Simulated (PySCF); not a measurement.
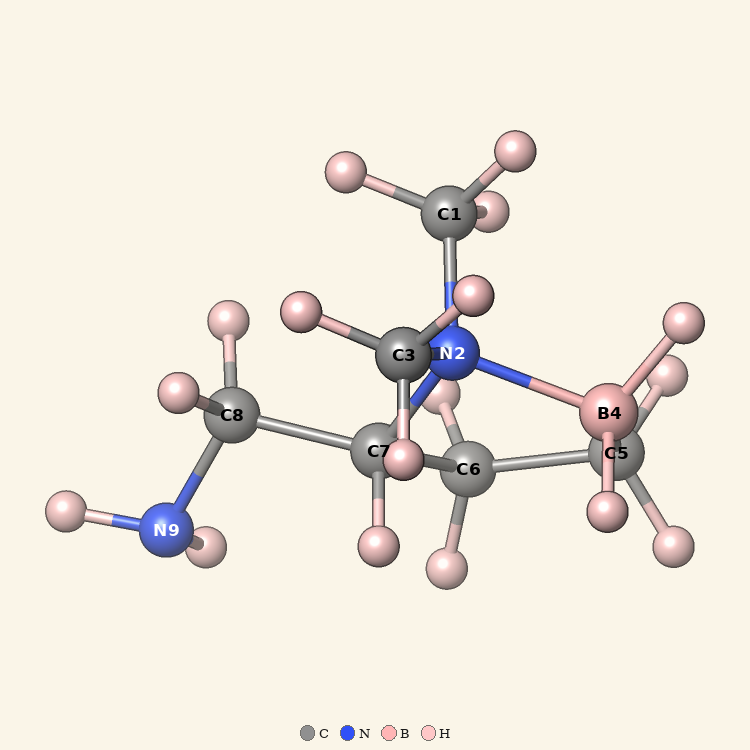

Atoms fade into the background with distance from the viewer. The geometry was computed by an optimisation with PBE0-D3(BJ)/def2-SVP. No frequency run is at hand to confirm it as a minimum.

Q: How is the 5-membered ring N2–B4–C5–C6–C7 puckered?

A: It is an envelope, with N2 as the flap. The Cremer–Pople amplitude Q is 0.45 Å.

Q: Give the torsion angles round the ring, beginning with the bond from its second to its third atom.

A: −22°, −4°, 31°, −44°, 40°.
